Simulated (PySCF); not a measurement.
# Run report: Ti₃, frequency calculation

Ti₃, multiplicity 3, computed with UKS-based PBE0, Ti def2-TZVP; non-relativistic Hamiltonian; density fitting (PySCF 2.14.0).

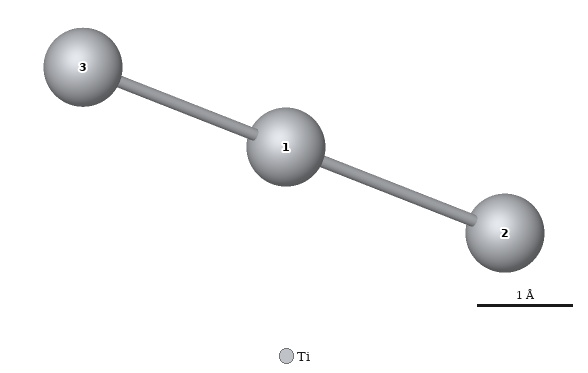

Figure 1. The input geometry (ball-and-stick view, seen at an oblique angle; atoms are numbered from 1 in the order of the input). Sticks mark near contacts.

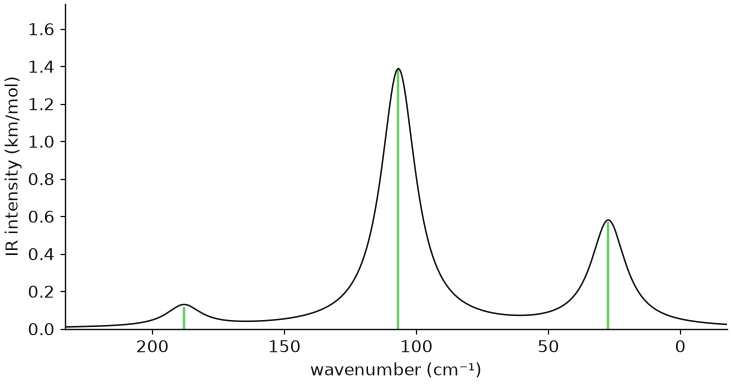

Figure 2. Harmonic infrared spectrum, unscaled: sticks (degenerate modes added up, dark ones marked on the axis) with a Lorentzian envelope of 16 cm⁻¹ full width, scaled to the tallest stick. 4 modes from 27 to 188 cm⁻¹, none imaginary. The strongest line is at 107 cm⁻¹ (1.4 km/mol). All modes, in cm⁻¹ (km/mol): 27 (0.3), 27 (0.3), 107 (1.4), 188 (0.1).

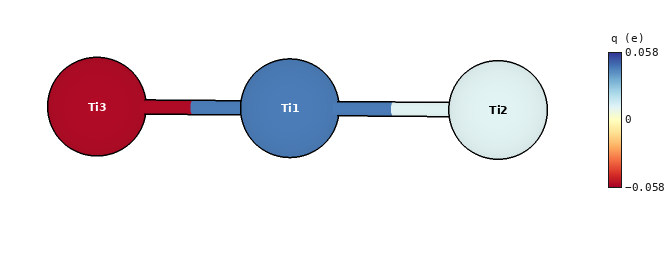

Figure 3. Mulliken charges, as the colour of each atom (ball-and-stick view, seen at an oblique angle; atoms are numbered from 1 in the order of the input; Mulliken charges depend strongly on the basis). By element: Ti −0.06 to +0.04 e.

The input and output of the run follow.

**Input file**
```python
from pyscf import gto, scf, dft
mol = gto.M(atom='''
Ti    -0.000291     0.000039    -0.070384
Ti     0.011614    -0.001548     2.805320
Ti    -0.011322     0.001509    -2.734936''',
    basis={'Ti': 'def2-TZVP'},
    charge=0, spin=2)
mf = dft.UKS(mol, xc='PBE0')
mf.grids.atom_grid = (75, 302)
aux = {'Ti': 'def2-universal-JKFIT'}
mf = mf.density_fit(auxbasis=aux)
mf.conv_tol = 1e-09
mf.diis_space = 10
mf.max_cycle = 60
mf.verbose = 4
mf.kernel()
```

The script is an equivalent of the set-up of the self-consistent field. The run itself was carried out by a driver, which started from the orbitals of the step before it where there was one and computed the further properties.

Launched with:
```bash
OMP_NUM_THREADS=4 python axn.py task.json out
```

**What the program printed**
```
init E= -2547.51118101079
  alpha nocc = 34  HOMO = -0.149929616129612  LUMO = -0.0432278860159099
  beta  nocc = 32  HOMO = -0.151417970762198  LUMO = -0.063768931973613
  HOMO = -0.14992961613  LUMO = -0.0637689319736  gap/eV = 2.34455
cycle= 1 E= -2547.51118112834  delta_E= -1.18e-07  |g|= 6.52e-05  |ddm|= 0.00117
  alpha nocc = 34  HOMO = -0.149929700763321  LUMO = -0.0432283616235115
  beta  nocc = 32  HOMO = -0.151417734998291  LUMO = -0.0637689819304263
  HOMO = -0.149929700763  LUMO = -0.0637689819304  gap/eV = 2.34455
cycle= 2 E= -2547.51118114675  delta_E= -1.84e-08  |g|= 4.96e-05  |ddm|= 0.000245
  alpha nocc = 34  HOMO = -0.149929275173267  LUMO = -0.0432267035026985
  beta  nocc = 32  HOMO = -0.151418098909638  LUMO = -0.0637687410544934
  HOMO = -0.149929275173  LUMO = -0.0637687410545  gap/eV = 2.34455
cycle= 3 E= -2547.51118115264  delta_E= -5.89e-09  |g|= 4.5e-05  |ddm|= 0.000109
  alpha nocc = 34  HOMO = -0.149929892483637  LUMO = -0.0432292191221706
  beta  nocc = 32  HOMO = -0.151417655568437  LUMO = -0.0637690135419824
  HOMO = -0.149929892484  LUMO = -0.063769013542  gap/eV = 2.34456
cycle= 4 E= -2547.51118115596  delta_E= -3.33e-09  |g|= 4.41e-05  |ddm|= 8.93e-05
  alpha nocc = 34  HOMO = -0.149929580883269  LUMO = -0.0432275201528379
  beta  nocc = 32  HOMO = -0.15141775353991  LUMO = -0.0637690376108626
  HOMO = -0.149929580883  LUMO = -0.0637690376109  gap/eV = 2.34455
cycle= 5 E= -2547.51118116704  delta_E= -1.11e-08  |g|= 1.85e-05  |ddm|= 0.000249
  alpha nocc = 34  HOMO = -0.1499295943703  LUMO = -0.0432284509773081
  beta  nocc = 32  HOMO = -0.151418103320303  LUMO = -0.0637686904256212
  HOMO = -0.14992959437  LUMO = -0.0637686904256  gap/eV = 2.34456
cycle= 6 E= -2547.51118116998  delta_E= -2.94e-09  |g|= 2.02e-05  |ddm|= 0.000115
  alpha nocc = 34  HOMO = -0.149929574939991  LUMO = -0.043227709854628
  beta  nocc = 32  HOMO = -0.151417783123282  LUMO = -0.0637689549154548
  HOMO = -0.14992957494  LUMO = -0.0637689549155  gap/eV = 2.34455
cycle= 7 E= -2547.51118117301  delta_E= -3.03e-09  |g|= 9.68e-06  |ddm|= 0.00016
  alpha nocc = 34  HOMO = -0.149929603164863  LUMO = -0.0432279344385463
  beta  nocc = 32  HOMO = -0.151417884973721  LUMO = -0.0637689158884771
  HOMO = -0.149929603165  LUMO = -0.0637689158885  gap/eV = 2.34455
cycle= 8 E= -2547.51118117393  delta_E= -9.22e-10  |g|= 5.62e-06  |ddm|= 8.58e-05
  alpha nocc = 34  HOMO = -0.149929576312736  LUMO = -0.0432278630026777
  beta  nocc = 32  HOMO = -0.151417854687362  LUMO = -0.0637689034111268
  HOMO = -0.149929576313  LUMO = -0.0637689034111  gap/eV = 2.34455
cycle= 9 E= -2547.51118117439  delta_E= -4.64e-10  |g|= 4.77e-06  |ddm|= 4.83e-05
  alpha nocc = 34  HOMO = -0.149929602750618  LUMO = -0.0432279228375146
  beta  nocc = 32  HOMO = -0.151417880140711  LUMO = -0.0637689205059417
  HOMO = -0.149929602751  LUMO = -0.0637689205059  gap/eV = 2.34455
cycle= 10 E= -2547.51118117472  delta_E= -3.25e-10  |g|= 4.18e-06  |ddm|= 3.58e-05
  alpha nocc = 34  HOMO = -0.149929570106697  LUMO = -0.0432278612809643
  beta  nocc = 32  HOMO = -0.151417851946149  LUMO = -0.0637688991371812
  HOMO = -0.149929570107  LUMO = -0.0637688991372  gap/eV = 2.34455
cycle= 11 E= -2547.51118117532  delta_E= -6.05e-10  |g|= 3.5e-06  |ddm|= 7.24e-05
  alpha nocc = 34  HOMO = -0.149929638901873  LUMO = -0.0432280036312581
  beta  nocc = 32  HOMO = -0.151417912964378  LUMO = -0.0637689469468223
  HOMO = -0.149929638902  LUMO = -0.0637689469468  gap/eV = 2.34455
cycle= 12 E= -2547.51118117583  delta_E= -5.08e-10  |g|= 3.21e-06  |ddm|= 6.75e-05
  alpha nocc = 34  HOMO = -0.149929539382033  LUMO = -0.043227796854323
  beta  nocc = 32  HOMO = -0.151417823697305  LUMO = -0.0637688786706465
  HOMO = -0.149929539382  LUMO = -0.0637688786706  gap/eV = 2.34455
cycle= 13 E= -2547.51118117612  delta_E= -2.84e-10  |g|= 3.02e-06  |ddm|= 4.25e-05
  alpha nocc = 34  HOMO = -0.149929604616322  LUMO = -0.0432279367356813
  beta  nocc = 32  HOMO = -0.15141788352161  LUMO = -0.0637689249723623
  HOMO = -0.149929604616  LUMO = -0.0637689249724  gap/eV = 2.34455
cycle= 14 E= -2547.51118117657  delta_E= -4.52e-10  |g|= 2.69e-06  |ddm|= 7.17e-05
  alpha nocc = 34  HOMO = -0.149929597352494  LUMO = -0.0432279165773193
  beta  nocc = 32  HOMO = -0.151417867978075  LUMO = -0.0637689162864974
  HOMO = -0.149929597352  LUMO = -0.0637689162865  gap/eV = 2.34455
cycle= 15 E= -2547.51118117737  delta_E= -7.99e-10  |g|= 2.09e-06  |ddm|= 0.000164
  alpha nocc = 34  HOMO = -0.149929564643756  LUMO = -0.0432278136561678
  beta  nocc = 32  HOMO = -0.151417894420653  LUMO = -0.0637689057540443
  HOMO = -0.149929564644  LUMO = -0.063768905754  gap/eV = 2.34455
cycle= 16 E= -2547.51118117777  delta_E= -4.04e-10  |g|= 3.4e-06  |ddm|= 0.000122
  alpha nocc = 34  HOMO = -0.149929574965015  LUMO = -0.0432279017578313
  beta  nocc = 32  HOMO = -0.151417854203332  LUMO = -0.0637689045189784
  HOMO = -0.149929574965  LUMO = -0.063768904519  gap/eV = 2.34455
cycle= 17 E= -2547.51118117793  delta_E= -1.54e-10  |g|= 1.44e-06  |ddm|= 6.41e-05
  alpha nocc = 34  HOMO = -0.149929607727591  LUMO = -0.0432279029378868
  beta  nocc = 32  HOMO = -0.151417870482628  LUMO = -0.063768931485221
  HOMO = -0.149929607728  LUMO = -0.0637689314852  gap/eV = 2.34455
cycle= 18 E= -2547.51118117807  delta_E= -1.44e-10  |g|= 1.24e-06  |ddm|= 7.64e-05
  alpha nocc = 34  HOMO = -0.149929593956784  LUMO = -0.0432279367679457
  beta  nocc = 32  HOMO = -0.151417883320142  LUMO = -0.0637689042031373
  HOMO = -0.149929593957  LUMO = -0.0637689042031  gap/eV = 2.34455
cycle= 19 E= -2547.5111811781  delta_E= -3.37e-11  |g|= 1.17e-06  |ddm|= 3.02e-05
  alpha nocc = 34  HOMO = -0.149929579592013  LUMO = -0.043227807262401
  beta  nocc = 32  HOMO = -0.151417836655556  LUMO = -0.0637689401223938
  HOMO = -0.149929579592  LUMO = -0.0637689401224  gap/eV = 2.34455
Extra cycle  E= -2547.5111811781  delta_E= 6.37e-12  |g|= 2.4e-06  |ddm|= 5.62e-06
converged SCF energy = -2547.5111811781  <S^2> = 5.0983946  2S+1 = 4.6253193
```

**Results in brief**

| quantity | value |
| --- | --- |
| outcome | converged |
| total energy | −2547.511181 hartree |
| ⟨S²⟩ | 5.098 |
| zero-point energy | 0.000796 hartree |
| dipole moment | 0.51 D |
| wavenumbers, lowest and highest | 27 and 188 cm⁻¹ |
| hardware | 4 threads of Intel Xeon (Granite Rapids), 32 GiB of memory available, shared host |
| wall time | 9.7 min (CPU time 38 min) |
| peak memory | 1.2 GiB |

**Remarks**

Checks after the run noted: the SCF density has lower symmetry than the nuclear frame; spin contamination. ⟨S²⟩ is 5.10 against 2.00 for a pure state: the solution is spin-contaminated.
